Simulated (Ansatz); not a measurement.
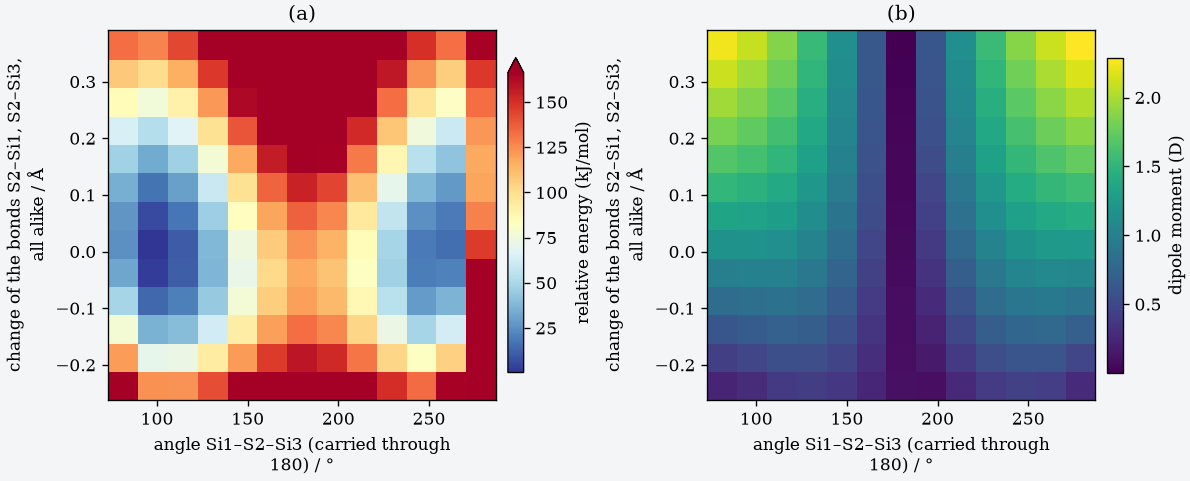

H6SSi2, SMILES [SiH3]S[SiH3]. First axis: angle Si1–S2–Si3 (carried through 180). Second axis: change of the bonds S2–Si1, S2–Si3, all alike. Nothing is relaxed (all other coordinates rigid). The scan uses a 13 × 13 grid. Points are written as (first, second). Energies: kJ/mol, counted from the relaxed molecule at the same level. Theory: RKS PBE0-D4/def2-SVP in Ansatz 0.2.0.

Panel (a) is the energy; panel (b) is the computed dipole moment, in D.

The picture shows one coloured cell a grid point, one colour for all values above the top of the scale.

> How does the dipole moment vary over the map, and what is it at the lowest grid point?

Leaving out the highest fifth of the energies, it runs from 0.05 D at (180.0°, 0.115 Å) to 2.24 D at (81.2°, 0.366 Å). At the lowest grid point, (97.7°, 0.014 Å), it is 1.16 D.
